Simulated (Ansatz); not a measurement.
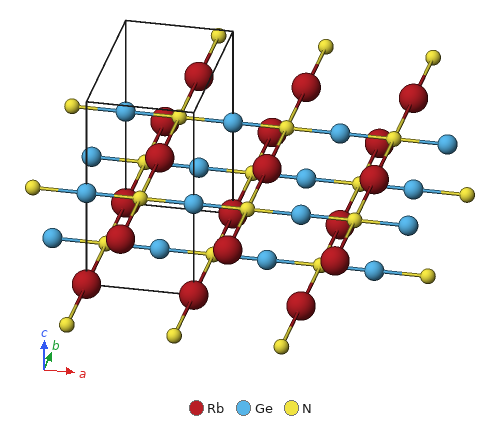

RbGeN (space group Immm, No. 71). Coordinates: the end point of a relaxation with DFT PBE, scalar-relativistic, plane waves, PAW (Ansatz 0.2.0); the starting structure was generated, so it need not be a known form of this composition.

Bonds are taken as Ge–N below 2.2 Å and N–Rb below 3.6 Å; no other contact counts. The graph is simplified in the usual way: terminal and isolated atoms are pruned, two-connected atoms become edges.

> What kind of net remains, and which atoms are its nodes?

A uninodal 4-connected, two-periodic (layers) net: N is a 4-connected node. Rb and Ge become part of the edges.

> Name the underlying net.

It is the sql net, known from the square lattice.

> How do the layers lie?

The layers lie parallel to (001).

> How many nodes does the smallest cycle have?

Four.

The simplified net, drawn on the atoms' positions. Nodes are coloured by element. One layer is drawn. Short stubs are edges that leave the cut-out.

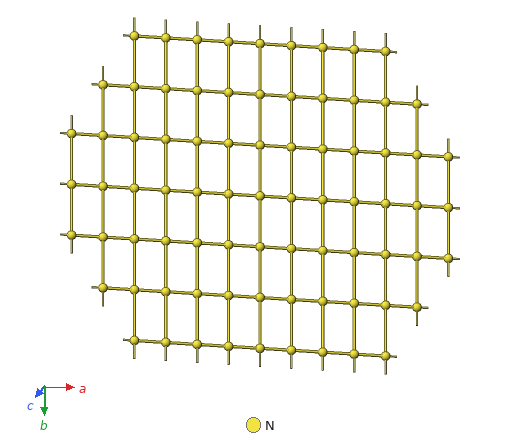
